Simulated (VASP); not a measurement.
# LaMg2: convergence with the smearing and speed settings

A convergence test on LaMg2: the smearing and speed settings. The series runs use r2SCAN. The smearing tried: ISMEAR = 0, SIGMA = 0.01; ISMEAR = 0, SIGMA = 0.05; ISMEAR = 0, SIGMA = 0.1; ISMEAR = 0, SIGMA = 0.2; ISMEAR = 0, SIGMA = 0.5; ISMEAR = 1, SIGMA = 0.01; ISMEAR = 1, SIGMA = 0.05; ISMEAR = 1, SIGMA = 0.1; ISMEAR = 1, SIGMA = 0.2; ISMEAR = 1, SIGMA = 0.5; ISMEAR = -5. The speed settings tried: KPAR = 1, NCORE = 1; KPAR = 1, NCORE = 2; KPAR = 1, NCORE = 8; KPAR = 2, NCORE = 1; KPAR = 2, NCORE = 4; KPAR = 8, NCORE = 1; LREAL = Auto; NSIM = 1; NSIM = 8; ALGO = Fast; ISYM = 0; PREC = Normal; LPLANE = .FALSE.. The start is a cell from a database of measured crystal structures.

Main program and level: VASP 6.6.1; r2SCAN; plane waves and PAW (La, Mg).

## Step 1: Set-up

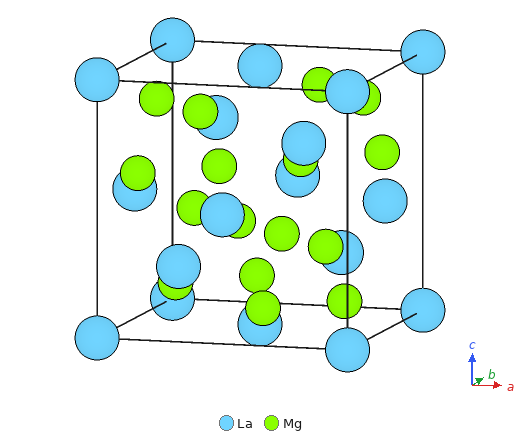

The cell as given, slightly off an axis (lanthanum blue, magnesium green). This picture shows the conventional cell, with its axes. Some periodic images of atoms are drawn too.

Structure file:

```cif
data_structure
_symmetry_space_group_name_H-M 'Fd-3m:1'
_symmetry_Int_Tables_number 227
_cell_length_a 8.8100
_cell_length_b 8.8100
_cell_length_c 8.8100
_cell_angle_alpha 90.000
_cell_angle_beta 90.000
_cell_angle_gamma 90.000
_cell_volume 683.80
loop_
_atom_site_label
_atom_site_type_symbol
_atom_site_symmetry_multiplicity
_atom_site_Wyckoff_symbol
_atom_site_fract_x
_atom_site_fract_y
_atom_site_fract_z
_atom_site_occupancy
La1 La 8 a 0.25000 0.25000 0.25000 1
Mg1 Mg 16 d 0.12500 0.62500 0.12500 1
```

## Step 2: Smearing: ISMEAR = 0, SIGMA = 0.01

Smearing steadies the sum over the Fermi surface at the price of an entropy term. r2SCAN adds the kinetic-energy density, costs more than a GGA and is run with LASPH.

Contents of INCAR:

```
SYSTEM = LaMg2
PREC = Accurate
ENCUT = 400
EDIFF = 1E-06
NELM = 100
ISMEAR = 0
SIGMA = 0.01
LREAL = .FALSE.
ALGO = Normal
METAGGA = R2SCAN
LASPH = .TRUE.
NBANDS = 21
LORBIT = 11
LWAVE = .FALSE.
LCHARG = .FALSE.
KPAR = 8
ISIF = 2
```

Contents of POSCAR:

```
LaMg2
1.0
    0.0000000000      4.4050000000      4.4050000000
    4.4050000000      0.0000000000      4.4050000000
    4.4050000000      4.4050000000      0.0000000000
La Mg
2 4
Direct
    0.7500000000      0.7500000000      0.7500000000
    0.5000000000      0.5000000000      0.5000000000
    0.1250000000      0.1250000000      0.1250000000
    0.6250000000      0.1250000000      0.1250000000
    0.1250000000      0.1250000000      0.6250000000
    0.1250000000      0.6250000000      0.1250000000
```

Contents of KPOINTS:

```
Automatic mesh
0
Gamma
5 5 5
0 0 0
```

The projector-augmented-wave data sets are La and Mg (PBE family, release 64).

Launch:

```console
$ mpirun -np 8 vasp_std
```

The log of the run:

```text
[banner, memory and clock lines left out]
running    8 mpi-ranks, on    1 nodes
 distrk:  each k-point on    1 cores,    8 groups
 distr:  one band on    1 cores,    1 groups

 POSCAR found type information on POSCAR LaMg
 POSCAR found :  2 types and       6 ions
|                                                                             |
|           W    W    AA    RRRRR   N    N  II  N    N   GGGG   !!!           |
|           W    W   A  A   R    R  NN   N  II  NN   N  G    G  !!!           |
|           W    W  A    A  R    R  N N  N  II  N N  N  G       !!!           |
|           W WW W  AAAAAA  RRRRR   N  N N  II  N  N N  G  GGG   !            |
|           WW  WW  A    A  R   R   N   NN  II  N   NN  G    G                |
|           W    W  A    A  R    R  N    N  II  N    N   GGGG   !!!           |
|                                                                             |
|     For optimal performance we recommend to set                             |
|       NCORE = 2 up to number-of-cores-per-socket                            |
|     NCORE specifies how many cores store one orbital (NPAR=cpu/NCORE).      |
|     This setting can greatly improve the performance of VASP for DFT.       |
|     The default, NCORE=1 might be grossly inefficient on modern             |
|     multi-core architectures or massively parallel machines. Do your        |
|     Unfortunately you need to use the default for GW and RPA                |
|     calculations (for HF NCORE is supported but not extensively tested      |
|     yet).                                                                   |
|                                                                             |

|                                                                             |
|               ----> ADVICE to this user running VASP <----                  |
|                                                                             |
|     You enforced a specific xc type in the INCAR file but a different       |
|     [... a line on the potential file left out ...]
|     I HOPE YOU KNOW WHAT YOU ARE DOING!                                     |
|                                                                             |

 LDA part: xc-table for (None), standard interpolation
 POSCAR, INCAR and KPOINTS ok, starting setup
 FFT: planning ... GRIDC
 FFT: planning ... GRID_SOFT
 FFT: planning ... GRID
 WAVECAR not read
 entering main loop
       N       E                     dE             d eps       ncg     rms          rms(c)
DAV:   1     0.232840831636E+03    0.23284E+03   -0.93206E+03   420   0.133E+03
DAV:   2    -0.259593450377E+02   -0.25880E+03   -0.25435E+03   700   0.301E+02
DAV:   3    -0.797885281791E+02   -0.53829E+02   -0.53123E+02   682   0.163E+02
DAV:   4    -0.837628681754E+02   -0.39743E+01   -0.38580E+01   840   0.431E+01
DAV:   5    -0.842294521597E+02   -0.46658E+00   -0.44255E+00   712   0.130E+01    0.433E+00
DAV:   6    -0.769256912856E+02    0.73038E+01   -0.77958E+00   768   0.122E+01    0.237E+00
DAV:   7    -0.770134239728E+02   -0.87733E-01   -0.88086E-01   832   0.561E+00    0.196E+00
DAV:   8    -0.770829995584E+02   -0.69576E-01   -0.10890E+00   760   0.649E+00    0.119E+00
DAV:   9    -0.770377005458E+02    0.45299E-01   -0.17973E-01   784   0.298E+00    0.442E-01
DAV:  10    -0.770301490684E+02    0.75515E-02   -0.89221E-02   704   0.157E+00    0.779E-02
DAV:  11    -0.770303572475E+02   -0.20818E-03   -0.37378E-03   736   0.475E-01    0.355E-02
DAV:  12    -0.770302857319E+02    0.71516E-04   -0.79492E-04   760   0.165E-01    0.129E-02
DAV:  13    -0.770302960428E+02   -0.10311E-04   -0.31008E-05   736   0.418E-02    0.901E-03
DAV:  14    -0.770302900382E+02    0.60046E-05   -0.32144E-05   696   0.288E-02    0.186E-03
DAV:  15    -0.770302891040E+02    0.93417E-06   -0.17113E-06   440   0.119E-02
   1 F= -.77030289E+02 E0= -.77030024E+02  d E =-.529762E-03
```

Run time: 60 s. Hardware: 8 MPI ranks of Intel Xeon Platinum 8488C (Sapphire Rapids), shared host; peak memory 2.4 GiB; 7.8 min of CPU time.

The logs omit lines about the potential files and the build; timing stands in the text.

OUTCAR, selected parts (step 2):

```text
ion  position               nearest neighbor table
   1  0.750  0.750  0.750-   4 3.65   5 3.65   6 3.65   3 3.65   4 3.65   6 3.65   3 3.65   4 3.65
                             5 3.65   3 3.65   5 3.65   6 3.65
   2  0.500  0.500  0.500-   3 3.65   4 3.65   5 3.65   6 3.65   4 3.65   5 3.65   3 3.65   4 3.65
                             6 3.65   5 3.65   6 3.65   3 3.65
   3  0.125  0.125  0.125-   4 3.11   5 3.11   6 3.11   5 3.11   6 3.11   4 3.11   2 3.65   1 3.65
                             2 3.65   1 3.65   2 3.65   1 3.65
   4  0.625  0.125  0.125-   3 3.11   5 3.11   6 3.11   3 3.11   5 3.11   6 3.11   1 3.65   2 3.65
                             1 3.65   2 3.65   1 3.65   2 3.65
   5  0.125  0.125  0.625-   3 3.11   3 3.11   4 3.11   6 3.11   6 3.11   4 3.11   1 3.65   2 3.65
                             2 3.65   1 3.65   2 3.65   1 3.65
   6  0.125  0.625  0.125-   3 3.11   5 3.11   3 3.11   4 3.11   5 3.11   4 3.11   1 3.65   2 3.65
                             2 3.65   1 3.65   2 3.65   1 3.65

  LATTYP: Found a face centered cubic cell.
 ALAT       =     8.8100000000

 Subroutine GETGRP returns: Found 48 space group operations
 (whereof 24 operations were pure point group operations)

The static configuration has the point symmetry T_d .
 The point group associated with its full space group is O_h .

 Found     10 irreducible k-points:

   k-points           NKPTS =     10   k-points in BZ     NKDIM =     10   number of bands    NBANDS=     21

   dimension x,y,z NGX =    42 NGY =   42 NGZ =   42
   dimension x,y,z NGXF=    84 NGYF=   84 NGZF=   84

   ENCUT  =  400.0 eV  29.40 Ry    5.42 a.u.  10.16 10.16 10.16*2*pi/ulx,y,z

   NELECT =      30.0000    total number of electrons

 k-points in reciprocal lattice and weights: Automatic mesh
   0.00000000  0.00000000  0.00000000       0.008
   0.20000000  0.00000000  0.00000000       0.064
   0.40000000  0.00000000  0.00000000       0.064
   0.20000000  0.20000000  0.00000000       0.048
   0.40000000  0.20000000  0.00000000       0.192
  -0.40000000  0.20000000  0.00000000       0.192
  -0.20000000  0.20000000  0.00000000       0.096
   0.40000000  0.40000000  0.00000000       0.048
  -0.40000000  0.40000000  0.00000000       0.096
  -0.40000000  0.40000000  0.20000000       0.192

 average (electrostatic) potential at core
       1-105.7792       2-105.7792       3 -39.8521       4 -39.8521       5 -39.8521
       6 -39.8521

 E-fermi :   4.6897

 k-point     1 :       0.0000    0.0000    0.0000
  band No.  band energies     occupation
    ...
     14       3.8393      2.00000
     15       3.8393      2.00000
     16       3.9818      2.00000
     17       3.9818      2.00000
     18       3.9818      2.00000
     19       6.1588      0.00000
     20       6.4978      0.00000
     21       6.4978      0.00000

 k-point     2 :       0.2000    0.0000    0.0000
  band No.  band energies     occupation
    ...
     13       3.5765      2.00000
     14       4.0489      2.00000
     15       4.0489      2.00000
     16       4.5548      2.00000
     17       4.5548      2.00000
     18       5.1162      0.00000
     19       6.3383      0.00000
     20       6.3813      0.00000
     21       6.3877      0.00000

 k-point     3 :       0.4000    0.0000    0.0000
  band No.  band energies     occupation
    ...
     11       2.8328      2.00000
     12       2.8328      2.00000
     13       3.5566      2.00000
     14       4.2752      2.00000
     15       4.2752      2.00000
     16       5.0875      0.00000
     17       5.2315      0.00000
     18       5.2315      0.00000
     19       6.2476      0.00000
     20       6.2476      0.00000
    ...

  Total       -0.4271640     -0.4271640     -0.4271640      0.0000000     -0.0000000      0.0000000
  in kB       -4.0034783     -4.0034783     -4.0034783      0.0000000     -0.0000000      0.0000000
  external PRESSURE =      -4.0034783 kB  Pullay stress =       0.0000000 kB

  energy-cutoff  :      400.00
  volume of cell :      170.95
      direct lattice vectors                 reciprocal lattice vectors
     0.000000000  4.405000000  4.405000000    -0.113507378  0.113507378  0.113507378
     4.405000000  0.000000000  4.405000000     0.113507378 -0.113507378  0.113507378
     4.405000000  4.405000000  0.000000000     0.113507378  0.113507378 -0.113507378

 POSITION                                       TOTAL-FORCE (eV/Angst)
 -----------------------------------------------------------------------------------
      6.60750      6.60750      6.60750        -0.000000      0.000000     -0.000000
      4.40500      4.40500      4.40500         0.000000      0.000000      0.000000
      1.10125      1.10125      1.10125        -0.000000     -0.000000     -0.000000
      1.10125      3.30375      3.30375        -0.000000     -0.000000     -0.000000
      3.30375      3.30375      1.10125        -0.000000     -0.000000     -0.000000
      3.30375      1.10125      3.30375        -0.000000     -0.000000     -0.000000
 -----------------------------------------------------------------------------------
    total drift:                               -0.000000     -0.000000     -0.000000

  FREE ENERGIE OF THE ION-ELECTRON SYSTEM (eV)
  ---------------------------------------------------
  free  energy   TOTEN  =       -77.0302891040 eV

  energy  without entropy=      -77.0297593418  energy(sigma->0) =      -77.03002422

 total charge
# of ion       s       p       d       f       tot
--------------------------------------------------
    1        2.013   5.625   0.747   0.069   8.453
    2        2.013   5.625   0.747   0.069   8.453
    3        0.207   0.138   0.008   0.000   0.353
    4        0.207   0.138   0.008   0.000   0.353
    5        0.207   0.138   0.008   0.000   0.353
    6        0.207   0.138   0.008   0.000   0.353
--------------------------------------------------
tot          4.853  11.802   1.527   0.138  18.320

[... 3 further parts left out ...]
```

The k-mesh is coarse for a metal. The PAW data sets were made with PBE, which is usual practice but a small mismatch for other functionals.

Numbers from this step:

| Property | Result |
| --- | --- |
| SCF cycles | 15 |
| electrons | 30 |
| bands | 21 |
| irreducible k-points | 10 |
| symmetry operations | 48 |
| free energy (TOTEN) | -77.0303 eV |
| energy at zero smearing | -77.0300 eV |
| Fermi energy | 4.690 eV |
| pressure | -0.4003 GPa |
| metallic | yes |

The series starts at -12.8383 eV an atom and -0.40 GPa, after 15 cycles in 60 s. The entropy term T·S comes to 0.09 meV an atom in size.

## Step 3: Smearing: ISMEAR = 0, SIGMA = 0.05

INCAR, as its differences from that of step 2:

```diff
@@ -6,3 +6,3 @@
 ISMEAR = 0
-SIGMA = 0.01
+SIGMA = 0.05
 LREAL = .FALSE.
```

POSCAR is that of step 2.

KPOINTS is that of step 2.

Launch:

```console
$ mpirun -np 8 vasp_std
```

The log of the run:

```text
[banner, memory and clock lines left out]
running    8 mpi-ranks, on    1 nodes
[...]
[... a notice as in an earlier step ...]

 [... a notice as in an earlier step ...]

 LDA part: xc-table for (None), standard interpolation
 POSCAR, INCAR and KPOINTS ok, starting setup
[...]
entering main loop
       N       E                     dE             d eps       ncg     rms          rms(c)
DAV:   1     0.232829914517E+03    0.23283E+03   -0.93206E+03   420   0.133E+03
DAV:   2    -0.259697539467E+02   -0.25880E+03   -0.25428E+03   700   0.301E+02
DAV:   3    -0.797894399365E+02   -0.53820E+02   -0.53088E+02   682   0.164E+02
DAV:   4    -0.837674911903E+02   -0.39781E+01   -0.38572E+01   840   0.431E+01
[...]
DAV:  13    -0.770324169729E+02   -0.10451E-04   -0.30884E-05   736   0.420E-02    0.898E-03
DAV:  14    -0.770324109930E+02    0.59799E-05   -0.32115E-05   696   0.288E-02    0.187E-03
DAV:  15    -0.770324100497E+02    0.94334E-06   -0.17154E-06   440   0.119E-02
   1 F= -.77032410E+02 E0= -.77031073E+02  d E =-.267470E-02
```

It took 63 s on 8 MPI ranks; peak memory 2.4 GiB; 8.2 min of CPU time.

OUTCAR, selected parts (step 3):

```text
  Total       -0.4271688     -0.4271688     -0.4271688      0.0000000      0.0000000      0.0000000
  in kB       -4.0035233     -4.0035233     -4.0035233      0.0000000      0.0000000      0.0000000
  external PRESSURE =      -4.0035233 kB  Pullay stress =       0.0000000 kB

 POSITION                                       TOTAL-FORCE (eV/Angst)
 -----------------------------------------------------------------------------------
      6.60750      6.60750      6.60750         0.000000      0.000000      0.000000
      4.40500      4.40500      4.40500        -0.000000     -0.000000     -0.000000
      1.10125      1.10125      1.10125        -0.000000     -0.000000      0.000000
      1.10125      3.30375      3.30375        -0.000000      0.000000      0.000000
      3.30375      3.30375      1.10125        -0.000000      0.000000      0.000000
      3.30375      1.10125      3.30375        -0.000000     -0.000000      0.000000
 -----------------------------------------------------------------------------------
    total drift:                               -0.000000     -0.000000     -0.000000

  FREE ENERGIE OF THE ION-ELECTRON SYSTEM (eV)
  ---------------------------------------------------
  free  energy   TOTEN  =       -77.0324100497 eV

  energy  without entropy=      -77.0297353469  energy(sigma->0) =      -77.03107270

[... 2 parts as in an earlier step ...]

[... 1 further part left out ...]
[key lines of the parts left out:]
E-fermi :   4.6837
```

Against the run before the energy at zero width moves by -0.17 meV an atom while the pressure stays within 0.01 GPa, after 15 cycles in 63 s. The entropy term T·S comes to 0.45 meV an atom in size.

## Step 4: Smearing: ISMEAR = 0, SIGMA = 0.1

INCAR, as its differences from that of step 3:

```diff
@@ -6,3 +6,3 @@
 ISMEAR = 0
-SIGMA = 0.05
+SIGMA = 0.1
 LREAL = .FALSE.
```

POSCAR is that of step 3.

KPOINTS is that of step 3.

Launch:

```console
$ mpirun -np 8 vasp_std
```

The log of the run:

```text
[... set-up lines as in an earlier step ...]
 entering main loop
       N       E                     dE             d eps       ncg     rms          rms(c)
DAV:   1     0.232802058703E+03    0.23280E+03   -0.93206E+03   420   0.133E+03
DAV:   2    -0.259861332826E+02   -0.25879E+03   -0.25423E+03   700   0.301E+02
DAV:   3    -0.797948364033E+02   -0.53809E+02   -0.53042E+02   682   0.164E+02
DAV:   4    -0.837793929603E+02   -0.39846E+01   -0.38491E+01   840   0.431E+01
[...]
DAV:  13    -0.770361199895E+02   -0.10522E-04   -0.28787E-05   736   0.395E-02    0.895E-03
DAV:  14    -0.770361139062E+02    0.60833E-05   -0.31125E-05   688   0.282E-02    0.180E-03
DAV:  15    -0.770361130190E+02    0.88722E-06   -0.17570E-06   432   0.118E-02
   1 F= -.77036113E+02 E0= -.77030401E+02  d E =-.114239E-01
```

Elapsed: 58 s, on 8 MPI ranks; peak memory 2.5 GiB; 7.5 min of CPU time.

Parts of OUTCAR (step 4):

```text
  Total       -0.4255370     -0.4255370     -0.4255370     -0.0000000      0.0000000      0.0000000
  in kB       -3.9882296     -3.9882296     -3.9882296     -0.0000000      0.0000000      0.0000000
  external PRESSURE =      -3.9882296 kB  Pullay stress =       0.0000000 kB

 POSITION                                       TOTAL-FORCE (eV/Angst)
 -----------------------------------------------------------------------------------
      6.60750      6.60750      6.60750        -0.000000      0.000000     -0.000000
      4.40500      4.40500      4.40500         0.000000     -0.000000      0.000000
      1.10125      1.10125      1.10125        -0.000000      0.000000      0.000000
      1.10125      3.30375      3.30375         0.000000      0.000000      0.000000
      3.30375      3.30375      1.10125        -0.000000      0.000000      0.000000
      3.30375      1.10125      3.30375         0.000000      0.000000      0.000000
 -----------------------------------------------------------------------------------
    total drift:                               -0.000000     -0.000000     -0.000000

  FREE ENERGIE OF THE ION-ELECTRON SYSTEM (eV)
  ---------------------------------------------------
  free  energy   TOTEN  =       -77.0361130190 eV

  energy  without entropy=      -77.0246890798  energy(sigma->0) =      -77.03040105

[... 2 parts as in an earlier step ...]

[... 1 further part left out ...]
[key lines of the parts left out:]
E-fermi :   4.6790
```

Against the run before the energy at zero width moves by +0.11 meV an atom while the pressure stays within 0.01 GPa, after 15 cycles in 58 s. The entropy term T·S comes to 1.90 meV an atom in size.

(Part 1 of 5 ends here.)

[Lines on the potential files, build, host, timing and source positions are cut from VASP's logs without a mark.]

[Logs are printed without paths, hosts, clocks, repeated set-up lines and the standing remarks that a program may print on its own settings, such as how far it seeks lower states.]

[Hosts, paths, dates, database ids (printed as entryN), source tags and the programs' standing remarks are cut or masked in the printed files.]

[A measured line is paired with the nearest computed mode of its activity, which favours agreement.]

[In band tables of VASP the shares of atoms and orbitals are scaled to a sum of 1 inside the atoms' spheres.]
